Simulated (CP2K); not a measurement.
Consider chlorine monofluoride at its PBE geometry (Å).

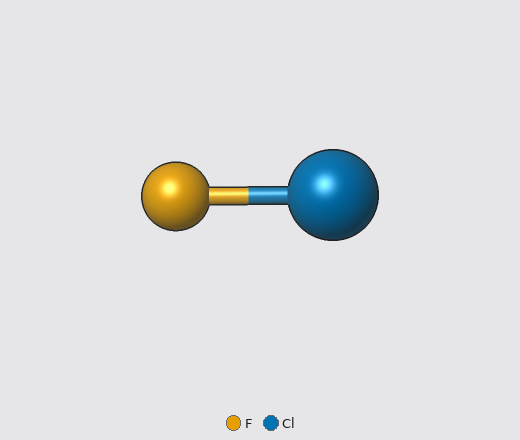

The molecule (fluorine orange, chlorine blue).

```xyz
2

F     0.8272    0.0000    0.0000
Cl   -0.8272    0.0000    0.0000
```

Method: CP2K XAS_TDP, all-electron GAPW, PBEh(45%), aug-pc-2, TDA, GW2X-corrected core level, ZORA, spin–orbit coupling.

Question: Where do the Cl L₂,₃-edge lines lie, and how strong are they?

Leading lines: Cl2 199.60 eV. The leading line of an atom is its first one with 35 % of the strongest within 2.5 eV of its lowest line over the strength cut. Core ionisation energies at this level: Cl2 209.18/209.42/210.77 eV; the 2p½ level lies 1.47 eV above the 2p3/2 pair.

The first six lines of each atom with a strength over 0.0003:

```
             atom  energy (eV)  states  strength, one atom  above the computed threshold
Cl2 (bonded to F)       199.60       2              0.0055                              
                        201.09       2              0.0049                              
                        202.01       1              0.0004                              
                        207.62       2              0.0016                              
                        207.75       2              0.0024                              
                        207.80       1              0.0042
```

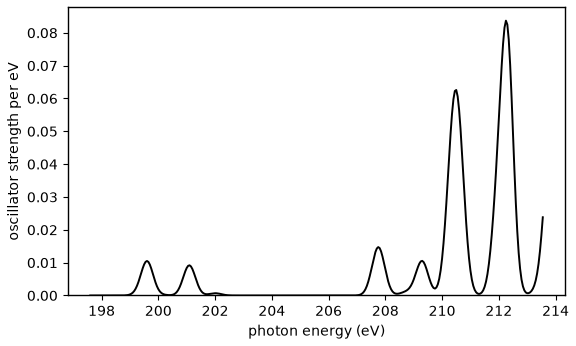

All atoms added, broadened by 0.5 eV.

Lines are vertical, at one geometry, with no vibrational structure. GW2X ionisation energies and lines can be off by 1 to 2 eV either way, and a good line position may hide errors that cancel. Rydberg lines, and the discretised continuum above threshold, depend on the basis and the box.

[Banner, clock and machine lines of the logs are left out without a mark of their own.]

[Logs are printed without paths, hosts, clocks, repeated set-up lines and the standing remarks that a program may print on its own settings, such as how far it seeks lower states.]

[Hosts, paths, dates, database ids (printed as entryN), source tags and the programs' standing remarks are cut or masked in the printed files.]
